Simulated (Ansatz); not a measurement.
**Geometry relaxation of LiC₁₈ (part 3 of 3)**

LiC₁₈ (slab, 19 atoms in the cell); DFT PBE, scalar-relativistic, plane waves, PAW, spin-polarised (Ansatz 0.2.0); cutoff 420 eV, 2×2×1 k-mesh, Gaussian smearing of 0.05 eV, collinear spins. It belongs to a series of runs on one base structure; here: end point A relaxed.

Geometry of the input (Å; fractional positions):
```
7.3980  0.0000  0.0000
-3.6990  6.4069  0.0000
0.0000  0.0000  12.0000
C  0.0000  0.0000  0.0833
C  0.2222  0.1111  0.0833
C  0.0000  0.3333  0.0833
C  0.2222  0.4444  0.0833
C  -0.0000  0.6667  0.0833
C  0.2222  0.7778  0.0833
C  0.3333  0.0000  0.0833
C  0.5556  0.1111  0.0833
C  0.3333  0.3333  0.0833
C  0.5556  0.4444  0.0833
C  0.3333  0.6667  0.0833
C  0.5556  0.7778  0.0833
C  0.6667  0.0000  0.0833
C  0.8889  0.1111  0.0833
C  0.6667  0.3333  0.0833
C  0.8889  0.4444  0.0833
C  0.6667  0.6667  0.0833
C  0.8889  0.7778  0.0833
Li 0.9020  0.7787  0.2575
```

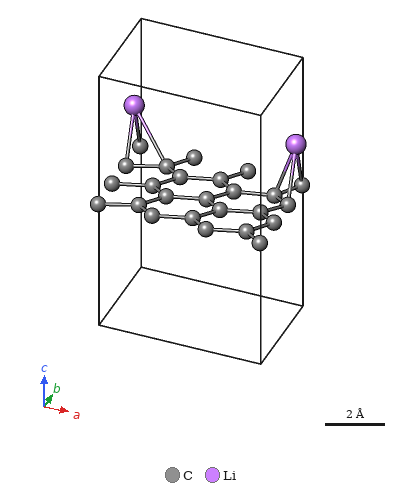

**Figure 1.** The geometry at step 6 of the log (ball-and-stick view of the cell of the calculation, with the vacuum cut short, seen slightly off an axis).

Trajectory as extended XYZ, continued:
```
19
Lattice="7.3980 0.0000 0.0000 -3.6990 6.4069 0.0000 0.0000 0.0000 12.0000" Properties=species:S:1:pos:R:3:forces:R:3 step=2 energy=-4721.02516
C    -0.0013    0.0038    0.9949   -0.0029   0.0031   0.0229
C     1.2341    0.7137    1.0173    0.0697   0.0272   0.0078
C    -1.2335    2.1356    1.0229    0.0234   0.0092   0.0168
C    -0.0011    2.8473    1.0179   -0.0022   0.0001   0.0189
C    -2.4637    4.2689    0.9926    0.0013  -0.0046   0.0325
C    -1.2310    4.9839    1.0170    0.0607   0.0511   0.0069
C     2.4665    0.0008    1.0133    0.0218   0.0149   0.0327
C     3.6981    0.7117    1.0158    0.0014   0.0005  -0.0223
C     1.2314    2.1359    1.0232   -0.0180   0.0167   0.0159
C     2.4643    2.8446    1.0168    0.0152  -0.0696   0.0052
C    -0.0008    4.2703    1.0231    0.0093  -0.0258   0.0168
C     1.2293    4.9838    1.0166   -0.0530   0.0531   0.0042
C     4.9295    0.0005    1.0116   -0.0073   0.0025   0.0289
C     6.1615    0.7135    1.0164   -0.0826   0.0220   0.0031
C     3.6978    2.1337    1.0122   -0.0034  -0.0147   0.0300
C     4.9314    2.8441    1.0163   -0.0204  -0.0842   0.0029
C     2.4614    4.2691    0.9967   -0.0082  -0.0048   0.0041
C     3.6975    4.9829    0.9292   -0.0407  -0.0056   0.0261
Li    3.8121    4.9928    2.9366    0.0358   0.0090  -0.2537
19
Lattice="7.3980 0.0000 0.0000 -3.6990 6.4069 0.0000 0.0000 0.0000 12.0000" Properties=species:S:1:pos:R:3:forces:R:3 step=3 energy=-4721.03552
C    -0.0031    0.0038    0.9858   -0.0051  -0.0150   0.0089
C     1.2335    0.7138    1.0229   -0.0032   0.0006   0.0083
C    -1.2351    2.1351    1.0356    0.0079   0.0027  -0.0054
C    -0.0028    2.8468    1.0328   -0.0021  -0.0001  -0.0045
C    -2.4649    4.2681    0.9825   -0.0141   0.0008   0.0052
C    -1.2316    4.9842    1.0219   -0.0018  -0.0017   0.0114
C     2.4657    0.0009    1.0238    0.0039   0.0037  -0.0186
C     3.6965    0.7112    1.0266    0.0012   0.0006   0.0306
C     1.2296    2.1356    1.0367   -0.0051   0.0078  -0.0035
C     2.4629    2.8430    1.0224    0.0002   0.0042   0.0010
C    -0.0022    4.2697    1.0363    0.0060  -0.0097  -0.0040
C     1.2269    4.9842    1.0221    0.0030   0.0000   0.0007
C     4.9272    0.0003    1.0213    0.0049  -0.0041  -0.0210
C     6.1585    0.7134    1.0213   -0.0059  -0.0003   0.0038
C     3.6960    2.1324    1.0220   -0.0023   0.0034  -0.0209
C     4.9294    2.8422    1.0206   -0.0031  -0.0038   0.0067
C     2.4593    4.2684    0.9881    0.0068   0.0038  -0.0002
C     3.6954    4.9824    0.9023   -0.0456  -0.0119  -0.0369
Li    3.8424    5.0012    2.8648    0.0543   0.0190   0.0387
19
Lattice="7.3980 0.0000 0.0000 -3.6990 6.4069 0.0000 0.0000 0.0000 12.0000" Properties=species:S:1:pos:R:3:forces:R:3 step=4 energy=-4721.05875
C    -0.0134   -0.0010    0.9820   -0.0200  -0.0231   0.0150
C     1.2237    0.7094    1.0249   -0.0275  -0.0060   0.0108
C    -1.2450    2.1299    1.0366   -0.0041  -0.0018  -0.0072
C    -0.0127    2.8417    1.0355   -0.0033  -0.0013  -0.0043
C    -2.4748    4.2625    0.9749   -0.0312  -0.0146   0.0087
C    -1.2409    4.9789    1.0228   -0.0245  -0.0226   0.0131
C     2.4565   -0.0037    1.0276    0.0069   0.0057   0.0015
C     3.6870    0.7064    1.0317    0.0055   0.0036   0.0045
C     1.2198    2.1314    1.0402    0.0068   0.0107  -0.0051
C     2.4530    2.8384    1.0245   -0.0012   0.0307  -0.0106
C    -0.0114    4.2642    1.0397    0.0135  -0.0021  -0.0047
C     1.2174    4.9790    1.0249    0.0256  -0.0176  -0.0095
C     4.9174   -0.0049    1.0227    0.0071  -0.0084  -0.0083
C     6.1480    0.7084    1.0215    0.0067  -0.0051  -0.0085
C     3.6859    2.1274    1.0226   -0.0047   0.0121  -0.0091
C     4.9193    2.8365    1.0190   -0.0018   0.0116  -0.0099
C     2.4494    4.2634    0.9909   -0.0156  -0.0101  -0.0525
C     3.6844    4.9771    0.8986   -0.0846  -0.0527   0.0640
Li    4.0201    5.0918    2.8494    0.1463   0.0911   0.0123
19
Lattice="7.3980 0.0000 0.0000 -3.6990 6.4069 0.0000 0.0000 0.0000 12.0000" Properties=species:S:1:pos:R:3:forces:R:3 step=5 energy=-4721.10864
C    -0.0232   -0.0063    0.9813   -0.0502  -0.0372   0.0093
C     1.2143    0.7042    1.0279   -0.0502  -0.0072   0.0204
C    -1.2545    2.1240    1.0365   -0.0169  -0.0060  -0.0094
C    -0.0220    2.8358    1.0369   -0.0028  -0.0019  -0.0051
C    -2.4839    4.2561    0.9728   -0.0626  -0.0434  -0.0029
C    -1.2498    4.9727    1.0251   -0.0390  -0.0436   0.0238
C     2.4476   -0.0093    1.0331    0.0106   0.0064   0.0078
C     3.6780    0.7007    1.0351    0.0155   0.0094   0.0129
C     1.2105    2.1262    1.0424    0.0126   0.0192  -0.0022
C     2.4438    2.8329    1.0257   -0.0045   0.0606  -0.0145
C    -0.0200    4.2580    1.0416    0.0220  -0.0009  -0.0022
C     1.2084    4.9730    1.0264    0.0501  -0.0386  -0.0130
C     4.9081   -0.0110    1.0243    0.0107  -0.0094  -0.0110
C     6.1380    0.7027    1.0215    0.0177  -0.0051  -0.0142
C     3.6764    2.1218    1.0238   -0.0019   0.0201  -0.0130
C     4.9097    2.8301    1.0182    0.0033   0.0196  -0.0208
C     2.4399    4.2574    0.9938   -0.0289  -0.0170  -0.0949
C     3.6746    4.9710    0.9039   -0.1389  -0.0977   0.1063
Li    4.1877    5.1968    2.8198    0.2535   0.1725   0.0228
19
Lattice="7.3980 0.0000 0.0000 -3.6990 6.4069 0.0000 0.0000 0.0000 12.0000" Properties=species:S:1:pos:R:3:forces:R:3 step=6 energy=-4721.18637
C    -0.0336   -0.0131    0.9880   -0.0522  -0.0356   0.0128
C     1.2046    0.6985    1.0352   -0.0478  -0.0087   0.0127
C    -1.2629    2.1185    1.0321   -0.0287  -0.0131  -0.0152
C    -0.0303    2.8303    1.0339   -0.0100  -0.0080  -0.0005
C    -2.4943    4.2491    0.9779   -0.0652  -0.0369   0.0209
C    -1.2592    4.9659    1.0323   -0.0307  -0.0399   0.0078
C     2.4393   -0.0148    1.0415   -0.0065  -0.0082   0.0219
C     3.6703    0.6956    1.0361    0.0092   0.0040   0.0194
C     1.2020    2.1213    1.0403   -0.0042   0.0021   0.0037
C     2.4350    2.8279    1.0195   -0.0125   0.0258  -0.0158
C    -0.0280    4.2520    1.0398   -0.0019  -0.0027   0.0030
C     1.2003    4.9667    1.0209    0.0169  -0.0285  -0.0157
C     4.9001   -0.0169    1.0216   -0.0105  -0.0079  -0.0079
C     6.1290    0.6972    1.0187    0.0122   0.0016  -0.0045
C     3.6679    2.1168    1.0202   -0.0086  -0.0013  -0.0108
C     4.9010    2.8239    1.0141    0.0090   0.0067  -0.0121
C     2.4292    4.2504    0.9875   -0.0209  -0.0083  -0.0406
C     3.6629    4.9633    0.9223   -0.0688  -0.0607   0.1309
Li    4.3503    5.3040    2.8079    0.3211   0.2197  -0.1103
19
Lattice="7.3980 0.0000 0.0000 -3.6990 6.4069 0.0000 0.0000 0.0000 12.0000" Properties=species:S:1:pos:R:3:forces:R:3 step=7 energy=-4721.27673
C    -0.0431   -0.0181    0.9873   -0.0859  -0.0468   0.0131
C     1.1953    0.6937    1.0347   -0.0719  -0.0108   0.0175
C    -1.2724    2.1125    1.0327   -0.0324  -0.0130  -0.0151
C    -0.0397    2.8243    1.0360   -0.0069  -0.0071  -0.0047
C    -2.5030    4.2426    0.9784   -0.0921  -0.0673   0.0155
C    -1.2673    4.9594    1.0309   -0.0446  -0.0631   0.0142
C     2.4306   -0.0204    1.0446   -0.0100  -0.0110   0.0179
C     3.6615    0.6900    1.0417    0.0310   0.0174   0.0212
C     1.1928    2.1163    1.0427    0.0087   0.0171   0.0022
C     2.4259    2.8224    1.0237   -0.0148   0.0527  -0.0147
C    -0.0364    4.2456    1.0415    0.0150   0.0023   0.0002
C     1.1915    4.9607    1.0246    0.0390  -0.0449  -0.0141
C     4.8909   -0.0230    1.0259   -0.0053  -0.0060  -0.0096
C     6.1192    0.6915    1.0202    0.0340  -0.0012  -0.0153
C     3.6586    2.1110    1.0249   -0.0032   0.0053  -0.0121
C     4.8917    2.8175    1.0162    0.0163   0.0279  -0.0234
C     2.4204    4.2447    0.9947   -0.0162  -0.0064  -0.0626
C     3.6542    4.9578    0.9334   -0.1001  -0.0841   0.1714
Li    4.5128    5.4084    2.7559    0.3393   0.2390  -0.1008
19
Lattice="7.3980 0.0000 0.0000 -3.6990 6.4069 0.0000 0.0000 0.0000 12.0000" Properties=species:S:1:pos:R:3:forces:R:3 step=8 energy=-4721.35942
C    -0.0526   -0.0236    0.9919   -0.0967  -0.0490   0.0238
C     1.1863    0.6892    1.0315   -0.0826  -0.0135   0.0048
C    -1.2817    2.1065    1.0321   -0.0292  -0.0106  -0.0079
C    -0.0490    2.8183    1.0359   -0.0083  -0.0080  -0.0059
C    -2.5120    4.2364    0.9847   -0.0952  -0.0768   0.0247
C    -1.2751    4.9530    1.0271   -0.0504  -0.0752   0.0019
C     2.4226   -0.0257    1.0425   -0.0206  -0.0182   0.0029
C     3.6535    0.6847    1.0445    0.0521   0.0305   0.0058
C     1.1837    2.1115    1.0420    0.0237   0.0243  -0.0070
C     2.4169    2.8172    1.0260   -0.0084   0.0516  -0.0059
C    -0.0445    4.2391    1.0403    0.0258   0.0136  -0.0102
C     1.1830    4.9545    1.0264    0.0420  -0.0379  -0.0053
C     4.8821   -0.0290    1.0289   -0.0037  -0.0059  -0.0030
C     6.1099    0.6858    1.0230    0.0529   0.0005  -0.0258
C     3.6496    2.1055    1.0282   -0.0022   0.0067  -0.0041
C     4.8826    2.8115    1.0196    0.0262   0.0453  -0.0319
C     2.4115    4.2389    1.0031    0.0075   0.0069  -0.0453
C     3.6454    4.9520    0.9552   -0.0878  -0.0754   0.1481
Li    4.6713    5.5108    2.7069    0.2548   0.1909  -0.0586
19
Lattice="7.3980 0.0000 0.0000 -3.6990 6.4069 0.0000 0.0000 0.0000 12.0000" Properties=species:S:1:pos:R:3:forces:R:3 step=9 energy=-4721.40878
C    -0.0644   -0.0322    1.0096    0.0303   0.0197   0.0053
C     1.1750    0.6840    1.0203    0.0282  -0.0380  -0.0010
C    -1.2911    2.0999    1.0279    0.0177   0.0079  -0.0225
C    -0.0581    2.8117    1.0284    0.0128   0.0081   0.0138
C    -2.5243    4.2283    1.0077    0.0371   0.0131   0.0067
C    -1.2844    4.9436    1.0189   -0.0131   0.0415  -0.0025
C     2.4150   -0.0316    1.0235   -0.0405  -0.0245   0.0018
C     3.6474    0.6799    1.0326   -0.0306  -0.0193  -0.0011
C     1.1754    2.1070    1.0319   -0.0191  -0.0282  -0.0102
C     2.4083    2.8125    1.0263   -0.0007  -0.0308  -0.0156
C    -0.0518    4.2323    1.0313   -0.0325  -0.0028  -0.0107
C     1.1758    4.9472    1.0265   -0.0260   0.0185  -0.0173
C     4.8747   -0.0360    1.0269   -0.0096   0.0149   0.0019
C     6.1019    0.6794    1.0252   -0.0148  -0.0076   0.0043
C     3.6412    2.1007    1.0267    0.0059  -0.0184  -0.0019
C     4.8742    2.8058    1.0238   -0.0121  -0.0114   0.0092
C     2.4027    4.2324    1.0182    0.0019   0.0016   0.0328
C     3.6346    4.9436    1.0016    0.0042   0.0110   0.0140
Li    4.8313    5.6283    2.6826    0.0607   0.0446  -0.0075
19
Lattice="7.3980 0.0000 0.0000 -3.6990 6.4069 0.0000 0.0000 0.0000 12.0000" Properties=species:S:1:pos:R:3:forces:R:3 step=10 energy=-4721.41127
C    -0.0659   -0.0335    1.0146   -0.0011   0.0014   0.0000
C     1.1732    0.6819    1.0155   -0.0010   0.0001  -0.0013
C    -1.2928    2.0985    1.0261    0.0009   0.0003   0.0017
C    -0.0599    2.8104    1.0264    0.0025   0.0016  -0.0007
C    -2.5258    4.2271    1.0145    0.0012  -0.0018   0.0007
C    -1.2867    4.9425    1.0154   -0.0004  -0.0014  -0.0016
C     2.4123   -0.0335    1.0156    0.0000  -0.0001  -0.0001
C     3.6446    0.6780    1.0274   -0.0010  -0.0005  -0.0006
C     1.1732    2.1048    1.0273   -0.0007  -0.0001  -0.0009
C     2.4062    2.8104    1.0260   -0.0008   0.0003   0.0011
C    -0.0544    4.2310    1.0273   -0.0002  -0.0006  -0.0009
C     1.1732    4.9461    1.0260   -0.0002  -0.0006   0.0012
C     4.8722   -0.0372    1.0262    0.0002   0.0021  -0.0002
C     6.0997    0.6779    1.0268   -0.0009  -0.0006  -0.0008
C     3.6391    2.0986    1.0261    0.0014  -0.0009   0.0000
C     4.8722    2.8042    1.0267   -0.0011  -0.0004  -0.0008
C     2.4008    4.2310    1.0263   -0.0008  -0.0008  -0.0002
C     3.6330    4.9425    1.0139   -0.0015  -0.0005   0.0029
Li    4.8695    5.6560    2.6820    0.0035   0.0026   0.0005
```

Summary:

```csv
quantity,value
outcome,converged
electrons treated,75
free energy,−4721.4113 eV
Fermi energy,0.548 eV
net moment of the cell,0.00 μB
integrated absolute moment,0.00 μB
final volume,568.78 Å³
largest force (length of the vector) at the end,0.004 eV/Å
hardware,"2 threads of AMD EPYC (Zen 3), 24 GiB of memory available, shared host"
wall time,63 s (CPU time 2.1 min)
peak memory,0.97 GiB
```

Notes:

The program warns: some starting moments were not kept. The k-point mesh is coarse for a cell of this size, so the results may not be converged.
